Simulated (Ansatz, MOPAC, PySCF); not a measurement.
Potential energy curve for GaH, singlet.

Levels of theory: UMP2 = MP2 on UHF/cc-pVDZ, cores with 3d frozen run with Ansatz (a program for electronic structure); RCCSDT(Q) = CCSDT(Q) on RHF/cc-pVDZ, cores with 3d frozen in Ansatz; RCCSDT = CCSDT on RHF/cc-pVDZ, cores with 3d frozen run with Ansatz; RKS-M06-2X/6-31G* = restricted M06-2X/6-31G*, spherical d (PySCF); PM3, restricted, heats of formation (MOPAC).

Energies are in mEh, each relative to the lowest point of its own curve near equilibrium.

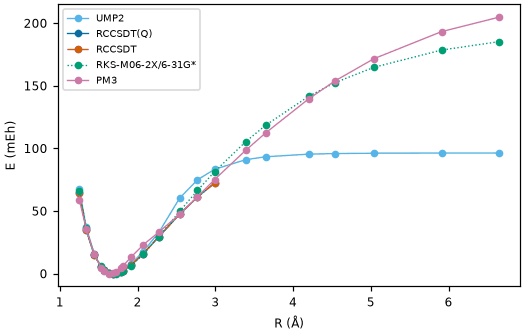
Energy against bond length for each method.

| R / Å | UMP2 | RCCSDT(Q) | RCCSDT | RKS-M06-2X/6-31G* | PM3 |
|---|---|---|---|---|---|
| 1.25 | 67.3 | 64.4 | 64.4 | 65.9 | 58.9 |
| 1.34 | 36.9 | 34.9 | 34.8 | 36.1 | 35.5 |
| 1.44 | 16.0 | 15.1 | 15.0 | 15.9 | 15.9 |
| 1.53 | 5.1 | 5.3 | 5.3 | 5.8 | 4.8 |
| 1.57 | 2.5 | 2.8 | 2.8 | 3.1 | 2.0 |
| 1.63 | 0.5 | 0.6 | 0.6 | 0.7 | 0.0 |
| 1.68 | 0.0 | 0.0 | 0.0 | 0.0 | 0.2 |
| 1.72 | 0.3 | 0.2 | 0.2 | 0.1 | 1.3 |
| 1.78 | 1.7 | 1.3 | 1.3 | 1.1 | 4.2 |
| 1.81 | 2.7 | 2.2 | 2.2 | 1.9 | 6.0 |
| 1.92 | 7.9 | 7.0 | 7.0 | 6.5 | 13.5 |
| 2.07 | 17.6 | 15.8 | 15.8 | 15.3 | 22.9 |
| 2.27 | 32.6 | 29.3 | 29.3 | 29.4 | 33.0 |
| 2.54 | 60.2 | 47.4 | 47.4 | 49.7 | 47.4 |
| 2.77 | 74.9 | 61.1 | 61.2 | 66.4 | 61.4 |
| 2.99 | 83.3 | 72.2 | 72.3 | 81.4 | 75.1 |
| 3.39 | 91.0 | — | — | 105.3 | 98.4 |
| 3.65 | 93.3 | — | — | 118.6 | 112.5 |
| 4.20 | 95.4 | — | — | 141.5 | 139.5 |
| 4.54 | 95.9 | — | — | 152.5 | 153.9 |
| 5.04 | 96.1 | — | — | 164.7 | 171.6 |
| 5.91 | 96.3 | — | — | 178.5 | 193.2 |
| 6.65 | 96.3 | — | — | 185.2 | 204.8 |

At the longest distance, 6.65 Å, PM3 lies highest above its minimum (204.8 mEh) and UMP2 lowest (96.3 mEh).

A dash means that the run gave no value there, or that the column was ended at a point which the program doubted or which failed a test of continuity chosen for this set; such a test can also cut sound points.

The unrestricted determinant behind UMP2 is spin-contaminated at 1.25 to 1.44, 2.54 to 6.65 Å (<S²> up to 1.0, against 0.00 for a pure singlet). The T1 diagnostic of CCSD on the restricted reference of RCCSDT(Q), RCCSDT exceeds 0.045 at 2.77 to 6.65 Å. The restricted form behind RKS-M06-2X/6-31G*, PM3 keeps the bonding electrons paired and can't separate into open-shell fragments.
